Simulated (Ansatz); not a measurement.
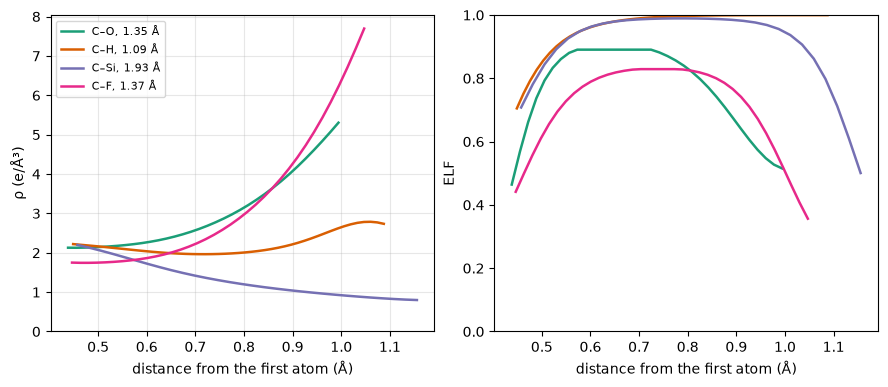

*C2H6F2OSi (SMILES COC(F)(F)[SiH3]). Electron density and ELF along straight lines between neighbouring atoms. The curves leave out the atomic cores.*

Geometry: PBE0-D4/def2-TZVP.

The calculation used RKS PBE0-D4/def2-TZVPP in Ansatz 0.2.0.

The calculation's input:

```
crystal:
  periodic: [false, false, false]
  atoms:
    - {symbol: C, position_ang: [-1.510437, -0.263781, 1.337742]}
    - {symbol: O, position_ang: [-0.172473, -0.165755, 0.846159]}
    - {symbol: C, position_ang: [-0.034701, 0.084791, -0.471189]}
    - {symbol: F, position_ang: [-0.667809, -0.878689, -1.217211]}
    - {symbol: F, position_ang: [-0.677218, 1.249067, -0.813534]}
    - {symbol: Si, position_ang: [1.831587, 0.181197, -0.936655]}
    - {symbol: H, position_ang: [-2.043332, -1.080799, 0.849274]}
    - {symbol: H, position_ang: [-2.047320, 0.674003, 1.187983]}
    - {symbol: H, position_ang: [-1.417576, -0.468960, 2.401593]}
    - {symbol: H, position_ang: [1.915720, 0.455782, -2.390052]}
    - {symbol: H, position_ang: [2.455783, -1.120936, -0.606381]}
    - {symbol: H, position_ang: [2.444776, 1.278981, -0.153629]}
basis:
  gaussian: {orbitals: def2-TZVPP}
hamiltonian: {xc: pbe0, dispersion: d4}
output: {orbitals: {seedname: orbitals}}
```

Run with:

```sh
ansatz run in.yaml --threads 4 --pin off --events-out ev --progress --plain --max-ram 10444MiB
```

What can be read from the curves?

Answer. C–O (1.35 Å): ρ at the midpoint is about 2.5 e/Å³, with its minimum of 2.1 e/Å³ about 0.5 Å from C; the ELF peaks at about 0.90 between the atoms; a polar covalent bond.
C–H (1.09 Å): ρ at the midpoint is about 2.1 e/Å³; the ELF climbs to about 1 towards the hydrogen, as it does in any bond to H; a covalent bond by its length.
C–Si (1.93 Å): ρ at the midpoint is about 0.96 e/Å³; the ELF peaks at about 1 between the atoms; a shared electron pair.
C–F (1.37 Å): ρ is about 2.2 e/Å³ halfway, with its minimum of 1.7 e/Å³ about 0.5 Å from C; the ELF peaks at about 0.85 between the atoms; a shared but strongly polarised pair.
